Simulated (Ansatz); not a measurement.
Mg: pressure series

The reference is Mg in the bcc (W type) structure (space group Im-3m, No. 229; a cell from a computed database, its experimental status unchecked).

```
CELL_PARAMETERS angstrom
     -1.77934     1.77934     1.77934
      1.77934    -1.77934     1.77934
      1.77934     1.77934    -1.77934
ATOMIC_POSITIONS crystal
  Mg 0.00000 0.00000 0.00000
```

Cell and atoms are relaxed at each pressure.

Computed with r2SCAN (Ansatz, a quantum-chemistry and plane-wave program; PAW; 500 eV plane waves; no spin-orbit coupling).

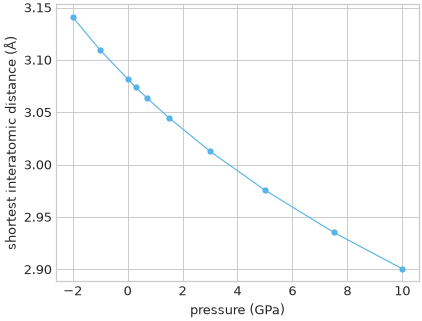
Figure: Shortest interatomic distance against pressure

Problem. From the plot, what is the shortest interatomic distance for pressure 0.7 GPa?

Solution. About 3.06 Å.

Problem. Is the trend monotonic over the range shown?

Solution. Yes, it falls throughout, spanning 2.901 Å to 3.141 Å.

Load acts through the strain it causes; cell and atoms are relaxed under it. No phonon test of stability was made. No other phases were tried under pressure. This is not the structure that Mg has at room temperature and ambient pressure.
